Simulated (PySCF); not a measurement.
CH₆FO₃Si₃ (doublet)

```yaml
atoms:
  - { symbol: F, position_ang: [-0.2849, -0.1618, -2.1346] }
  - { symbol: Si, position_ang: [-0.0298, -0.0424, -0.5596] }
  - { symbol: O, position_ang: [-1.3776, 0.3493, 0.1812] }
  - { symbol: Si, position_ang: [-2.9742, 0.6258, -0.0301] }
  - { symbol: O, position_ang: [0.5490, -1.4888, -0.0457] }
  - { symbol: C, position_ang: [1.8300, -1.4624, 0.3787] }
  - { symbol: Si, position_ang: [2.5755, 0.2321, 0.2883] }
  - { symbol: O, position_ang: [1.1877, 0.9576, -0.2687] }
  - { symbol: H, position_ang: [-3.5656, -0.5817, -0.6005] }
  - { symbol: H, position_ang: [-3.3997, 0.8942, 1.3391] }
  - { symbol: H, position_ang: [-3.1127, 1.7671, -0.9299] }
  - { symbol: H, position_ang: [2.1895, -2.4225, 0.7116] }
  - { symbol: H, position_ang: [3.5610, 0.4381, -0.7682] }
  - { symbol: H, position_ang: [2.8511, 0.8949, 1.5579] }
```

Geometry: GFN2-xTB.

All numbers below come from UKS B3LYP, pcH-1 on C F H O Si, non-relativistic, mean-field spin-orbit, GIAO in PySCF 2.14.0, density-fitted response routines.

What can the converged electron density, electron localisation function and spin density tell about the bonding?

C–O (1.35 Å): ρ at the midpoint is about 2.4 e/Å³; the ELF peaks at about 0.85 between the atoms, as expected for a shared but strongly polarised pair.
Si–O (1.60 Å): ρ is about 1.2 e/Å³ halfway; the ELF peaks at about 0.85 between the atoms, as expected for a polar covalent bond.
C–Si (1.85 Å): ρ is about 0.97 e/Å³ halfway; the ELF peaks at about 0.95 between the atoms, as expected for a shared electron pair.
C–H (1.08 Å): ρ is about 2.1 e/Å³ halfway; the ELF climbs to about 1 towards the hydrogen, as it does in any bond to H (an ordinary covalent bond to hydrogen).
The unpaired spin (1 electron) lies mostly on C6 (about 0.6), O5 (about 0.2) and Si7 (about 0.1), in electrons by Hirshfeld's partition.

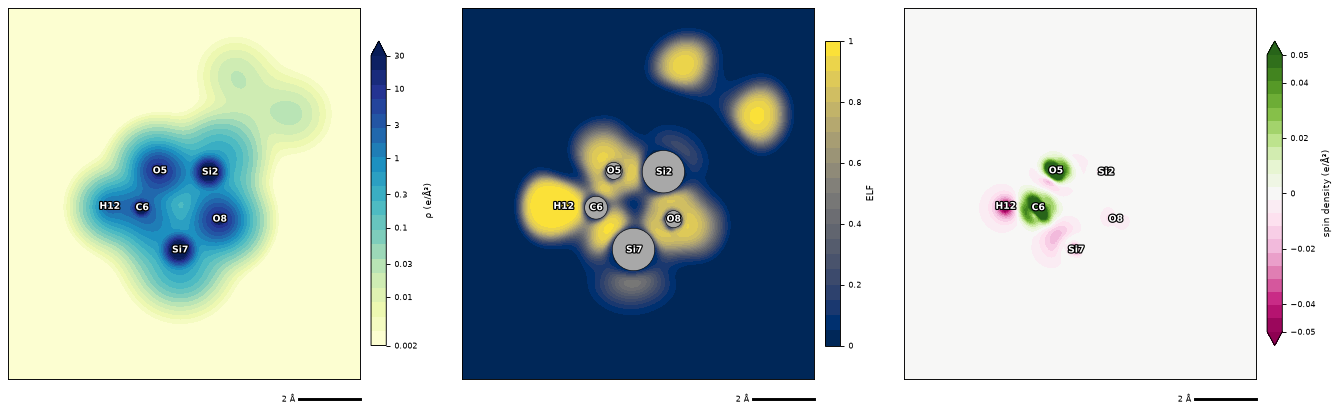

Computed electron density, electron localisation function and spin density on the plane of atoms O5, Si2 and O8, in this order. Grey discs cover the atomic cores in the ELF map. 
